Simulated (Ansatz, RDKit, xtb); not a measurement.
**Isomers of C4H6FOP, a sample narrowed down**

Which of a sample of isomers of C4H6FOP is the most stable in the gas at 298.15 K, and what are its properties? The sample is small against all isomers, and the most stable one of this formula need not be in it.

Plan: many cheap relaxations first (GFN2-xTB), then density-functional screening, relaxation at B3LYP-D3(BJ)/def2-SVP, vibrations (at GFN2-xTB) and a final energy. The numbers are computed, not measured.

**1. Candidates**

Isomers were taken from a list of plausible structures; this is a sample, not all of them. That gives 4 candidates.

```tsv
label	SMILES	spin
c123	CC(=O)/P=C(\C)F	singlet
c509	O=[P@@H]1CCC=C1F	singlet
c763	O=[P@@H]1CC=C(F)C1	singlet
c885	CC1=C(F)[P@]1(C)=O	singlet
```

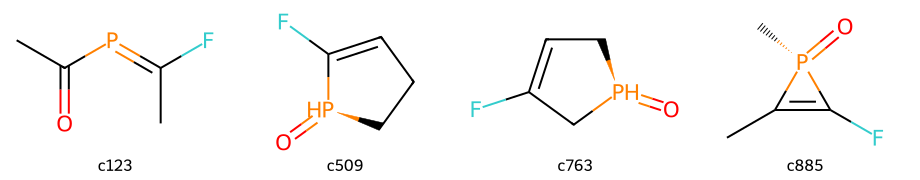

Structural formulas of the candidates.

Candidates are built by distance geometry, with a force field where one applies, in up to four conformers (letters a to d).

**2. Cheap relaxation of all starts**

All 5 starts are relaxed the same way. One of them, c509a (taken from a list of plausible isomers, embedded by distance geometry and MMFF94), in full:

File start.xyz:

```xyz
13
c509a
C     -1.888339    -0.112369    -0.993491
C     -0.670602    -0.115831    -1.915742
C      0.541098     0.199584    -1.111800
C      0.364084    -0.047809     0.204127
F      1.425355     0.240383     1.059265
O     -1.510959    -1.970849     0.923365
P     -1.241580    -0.499388     0.670145
H     -1.719071     0.402666     1.663757
H     -2.284538     0.896773    -0.894053
H     -2.664985    -0.779268    -1.304266
H     -0.550360    -1.058615    -2.390580
H     -0.798017     0.661950    -2.720091
H      1.491417     0.486953    -1.571051
```

Launch:

```
$ xtb start.xyz --gfn 2 --opt
```

Log, shortened:

```text
* xtb version 6.7.1
[...]
          :  # basis functions                  40          :
[...]
          :  # electrons                        40          :
[...]
          :  Hamiltonian                  GFN2-xTB          :
[...]
          :  net charge                          0          :
          :  unpaired electrons                  0          :
[...]
   *** convergence criteria satisfied after 12 iterations ***
[...]
   *** GEOMETRY OPTIMIZATION CONVERGED AFTER 19 ITERATIONS ***
[...]
   *** convergence criteria satisfied after 3 iterations ***
[...]
         ::                     SUMMARY                     ::
         :::::::::::::::::::::::::::::::::::::::::::::::::::::
         :: total energy             -22.960215465355 Eh    ::
         :: gradient norm              0.000230443797 Eh/a0 ::
         :: HOMO-LUMO gap              4.723469152408 eV    ::
         ::.................................................::
         :: SCC energy               -23.197800360361 Eh    ::
         :: -> isotropic ES            0.040438063141 Eh    ::
         :: -> anisotropic ES          0.002596152844 Eh    ::
         :: -> anisotropic XC          0.004201241279 Eh    ::
         :: -> dispersion             -0.009555596917 Eh    ::
         :: repulsion energy           0.237584895006 Eh    ::
         :: add. restraining           0.000000000000 Eh    ::
         :: total charge               0.000000000000 e     ::
         :::::::::::::::::::::::::::::::::::::::::::::::::::::
[...]
        20        2.0000           -0.4272213             -11.6253 (HOMO)
        21                         -0.2536370              -6.9018 (LUMO)
[...]
     #   Z          covCN         q      C6AA      α(0)
     1   6          3.754    -0.074    21.981     6.685
     2   6          3.950    -0.058    21.549     6.596
     3   6          3.109    -0.047    29.020     8.826
     4   6          2.709     0.142    24.881     8.165
     5   9          0.800    -0.198    11.212     3.955
     6   8          0.808    -0.322    20.198     6.024
     7  15          4.006     0.146   153.907    22.285
     8   1          0.977     0.061     2.178     2.306
     9   1          0.926     0.069     2.096     2.264
    10   1          0.926     0.077     2.007     2.216
    11   1          0.924     0.069     2.094     2.263
    12   1          0.924     0.064     2.150     2.293
    13   1          0.926     0.070     2.081     2.256
[...]
     #   Z sym  total        # sym  WBO       # sym  WBO       # sym  WBO
 ---------------------------------------------------------------------------
     1   6      3.997 --     2      0.987     7      0.964     9      0.955
                            10      0.953
     2   6      3.995 --     3      1.031     1      0.987    12      0.963
                            11      0.956
     3   6      3.988 --     4      1.811     2      1.031    13      0.961
     4   6      3.883 --     3      1.811     5      0.977     7      0.927
     5   9      1.135 --     4      0.977
     6   8      2.323 --     7      2.125
     7  15      5.070 --     6      2.125     1      0.964     4      0.927
                             8      0.871
     8   1      0.996 --     7      0.871
     9   1      0.995 --     1      0.955
    10   1      0.994 --     1      0.953
[...]
molecular dipole:
                 x           y           z       tot (Debye)
 q only:       -0.473       1.032      -1.432
   full:       -0.442       1.307      -1.565       5.304
molecular quadrupole (traceless):
[...]
          | TOTAL ENERGY              -22.960215465355 Eh   |
          | GRADIENT NORM               0.000230443797 Eh/α |
          | HOMO-LUMO GAP               4.723469152408 eV   |
           -------------------------------------------------
[...]
```

Wall time 0.12 s (4 threads of Arm Neoverse V1, shared host).

**3. What the search left**

5 of the 5 relaxations converged. 5 distinct structures remain:

```tsv
label	start	SMILES after	spin	energy (kcal/mol)
c763a	drawn	O=[P@@H]1CC=C(F)C1	singlet	0.0
c509a	drawn	O=[P@@H]1CCC=C1F	singlet	5.7
c123a	drawn	CC(=O)/P=C(\C)F	singlet	51.2
c885a	drawn	CC1=C(F)[P@]1(C)=O	singlet	52.2
c123b	drawn	CC(=O)/P=C(\C)F	singlet	58.0
```

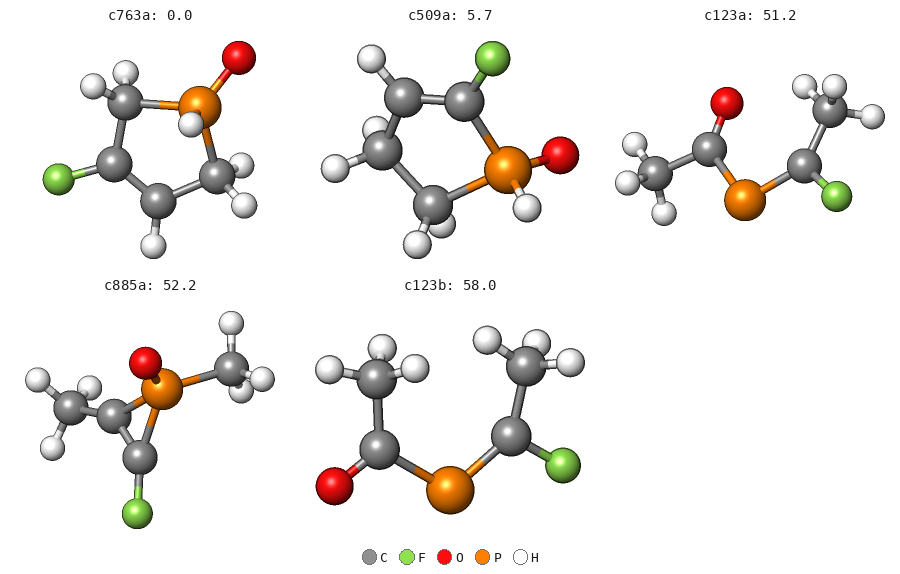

The 5 lowest minima that did not fall apart, with their GFN2-xTB energies in kcal/mol.

**4. Single points on the low minima**

A choice of the minima (the low ones first, few conformers of a pattern, up to a cap) and the lowest that fell apart get a single point at r2SCAN-D4/def2-SVP on the tight-binding geometry, and one at HF/STO-3G for comparison. The lowest singlets are also tried as triplets at the same geometry (label ending in t). The first, c763a:

File input.yaml:

```yaml
crystal:
  periodic: [false, false, false]
  atoms:
    - {symbol: C, position_ang: [1.810231, -0.334209, -0.789354]}
    - {symbol: C, position_ang: [1.167180, -0.653222, -2.101426]}
    - {symbol: C, position_ang: [-0.148900, -0.791373, -2.069450]}
    - {symbol: C, position_ang: [-0.877982, -0.636087, -0.775181]}
    - {symbol: F, position_ang: [-0.884634, -1.064602, -3.161490]}
    - {symbol: O, position_ang: [0.417558, 0.017730, 1.668851]}
    - {symbol: P, position_ang: [0.503509, -0.761506, 0.436283]}
    - {symbol: H, position_ang: [0.650906, -2.135906, 0.625341]}
    - {symbol: H, position_ang: [2.739094, -0.884063, -0.631140]}
    - {symbol: H, position_ang: [2.034782, 0.734176, -0.696910]}
    - {symbol: H, position_ang: [1.750980, -0.741957, -3.001982]}
    - {symbol: H, position_ang: [-1.654872, -1.391120, -0.647219]}
    - {symbol: H, position_ang: [-1.344338, 0.351076, -0.687626]}
basis:
  gaussian:
    orbitals: def2-SVP
magnetization:
  spin_polarized: false
hamiltonian:
  xc: r2scan
  dispersion: d4
scf:
  lower_state_search: off
```

Launch:

```
$ ansatz run input.yaml --threads 4 --pin off --max-ram 7830MiB --events-out events.jsonl --progress --plain --runs-dir runs
```

Log, shortened:

```text
Warning: RAYON_NUM_THREADS=4 ignored (pool sized by the plan → 4); use --threads N
Functional definition: r2SCAN
  name "r2SCAN"
[...]
1478 factors; their error is unknown
[...]
mean field -18283.00653492 eV, -671.8880974914 hartree, gradient 7.3e-6 eV, S^2 0.000000; 0 other end points of the search recorded, 0 dependent functions left out
reference -18283.00654400 eV, -671.8880978250 hartree; 31, 31 occupied and 101, 101 virtual orbitals, 1478 factors
Total energy: -18283.09412364 eV, -671.8913163176 hartree
Checks for a lower state left out: stability, starts, cluster_reference, orbital_swaps, neighbouring_geometries, increment
```

Run time: 1.8 s. Hardware: 4 threads of Arm Neoverse V1, shared host; peak memory 0.18 GiB.

Relative energies in kcal/mol, each column from its lowest structure that stays in one piece:

```tsv
label	SMILES	spin	GFN2-xTB	HF/STO-3G	r2SCAN-D4/def2-SVP
c763a	O=[P@@H]1CC=C(F)C1	singlet	0.0	43.2	0.0
c509a	O=[P@@H]1CCC=C1F	singlet	5.7	47.6	7.6
c123a	CC(=O)/P=C(\C)F	singlet	51.2	0.0	16.8
c885a	CC1=C(F)[P@]1(C)=O	singlet	52.2	98.3	30.7
c123at	CC(=O)/P=C(\C)F	triplet	–	–	74.4
c763at	O=[P@@H]1CC=C(F)C1	triplet	–	–	97.5
c509at	O=[P@@H]1CCC=C1F	triplet	–	–	101.7
```

**5. Relaxing the best candidates**

3 candidates are relaxed at B3LYP-D3(BJ)/def2-SVP (chosen among the lowest in one piece). The first, c763a:

input.yaml: that of step 4 with these lines changed.

```diff
@@ -19,8 +19,8 @@
     orbitals: def2-SVP
-magnetization:
-  spin_polarized: false
 hamiltonian:
-  xc: r2scan
-  dispersion: d4
+  xc: {name: B3LYP}
+  dispersion: d3bj
 scf:
-  lower_state_search: off
+  lower_state_search: "off"
+relax:
+  f_tol: 0.006
```

Launch:

```
$ ansatz run input.yaml --threads 4 --pin off --max-ram 7830MiB --events-out events.jsonl --progress --plain --runs-dir runs
```

Log, shortened:

```text
Warning: RAYON_NUM_THREADS=4 ignored (pool sized by the plan → 4); use --threads N
[...]
Functional definition: B3LYP
  name "B3LYP"
[...]
1447 factors; integrals over basis functions are off by at most 4.6e-4 eV
[...]
mean field -18288.70832359 eV, -672.0976343603 hartree, gradient 7.8e-6 eV, S^2 0.000000; 0 other end points of the search recorded, 0 dependent functions left out
[...]
reference -18288.70855386 eV, -672.0976428226 hartree; 31, 31 occupied and 101, 101 virtual orbitals, 1447 factors
relax step   1: F+E_penalty+E_count = -18289.32759984 eV  Δ(F+E_penalty+E_count) = +0.000e0 eV  max|allowed force component| = 1.961e0 eV/Å  Δτ_max = 0.0000 Å  (16 SCF iters, accepted)
[...]
relax step   4: F+E_penalty+E_count = -18289.42132457 eV  Δ(F+E_penalty+E_count) = -4.187e-4 eV  max|allowed force component| = 4.613e-2 eV/Å  Δτ_max = 0.0088 Å  (22 SCF iters, accepted)
[...]
Atom 4 at    -0.886402    -1.108834    -3.157543 Å, force    -0.000662     0.001138     0.000152 eV/Å
Atom 5 at     0.417325    -0.014440     1.739633 Å, force    -0.000716     0.000054     0.001084 eV/Å
Atom 6 at     0.505117    -0.754073     0.444599 Å, force     0.002933     0.002586    -0.003499 eV/Å
Atom 7 at     0.655826    -2.172034     0.532414 Å, force    -0.002697    -0.000543     0.000114 eV/Å
Atom 8 at     2.756131    -0.844352    -0.592700 Å, force     0.000366     0.000225     0.000199 eV/Å
Atom 9 at     2.019944     0.770691    -0.688717 Å, force     0.000622     0.000491     0.000629 eV/Å
Atom 10 at     1.751682    -0.802188    -3.028240 Å, force     0.000922     0.000809     0.000452 eV/Å
Atom 11 at    -1.672025    -1.362162    -0.625526 Å, force    -0.000802     0.000242    -0.000602 eV/Å
Atom 12 at    -1.335859     0.389500    -0.689730 Å, force     0.000132     0.000162     0.001155 eV/Å
Dipole moment:     0.149707    -0.216610    -0.492000 e Å
Checks for a lower state left out: stability, starts, cluster_reference, orbital_swaps, neighbouring_geometries, increment
```

Wall time 24 s (4 threads of Arm Neoverse V1, shared host); peak memory 0.34 GiB.

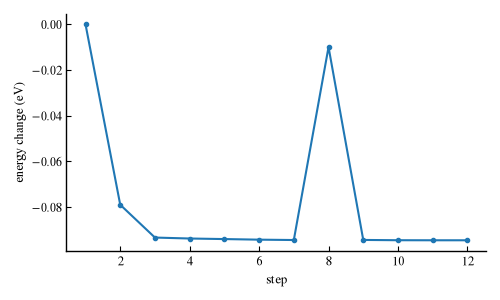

Energy along the run, all evaluated steps.

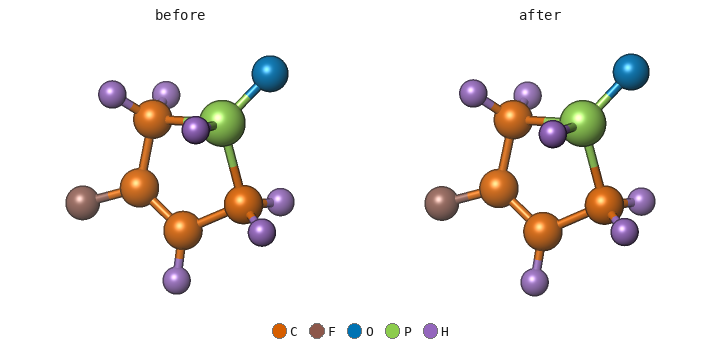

Before and after, at one scale.

After the run. Bond lengths: C1–C2 1.508 Å, C2–C3 1.340 Å, C3–C4 1.499 Å, C3–F5 1.336 Å, C1–P7 1.854 Å, C4–P7 1.858 Å, O6–P7 1.494 Å, P7–H8 1.429 Å, C1–H9 1.101 Å, C1–H10 1.105 Å, C2–H11 1.092 Å, C4–H12 1.101 Å, C4–H13 1.104 Å. Some angles: C1–C2–C3 115.2°, C2–C1–P7 103.1°, C2–C3–C4 119.2°, C2–C3–F5 123.3°, C4–C3–F5 117.5°, C3–C4–P7 101.6°, C1–P7–C4 93.9°, C1–P7–O6 120.0°, C4–P7–O6 119.4°, C1–C2–H11 122.8°.

**6. The relaxed candidates**

```tsv
label	spin	r2SCAN-D4/def2-SVP (kcal/mol)	B3LYP-D3(BJ)/def2-SVP, relaxed (kcal/mol)	time
c763a	singlet	0.0	0.0	24 s
c509a	singlet	7.6	7.2	14 s
c123a	singlet	16.8	15.4	17 s
```

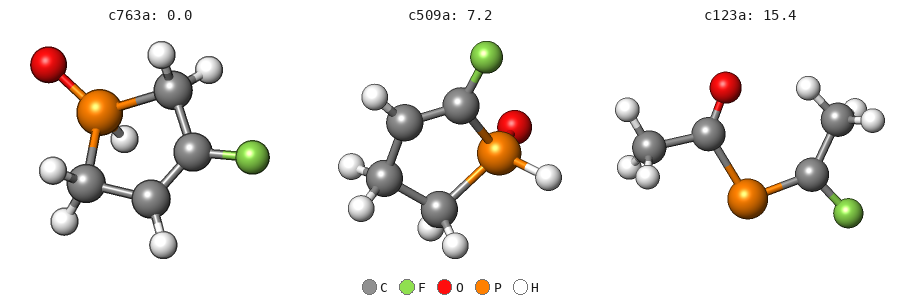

The relaxed structures, with energies at B3LYP-D3(BJ)/def2-SVP in kcal/mol.

(Part 1 of 2 ends here.)
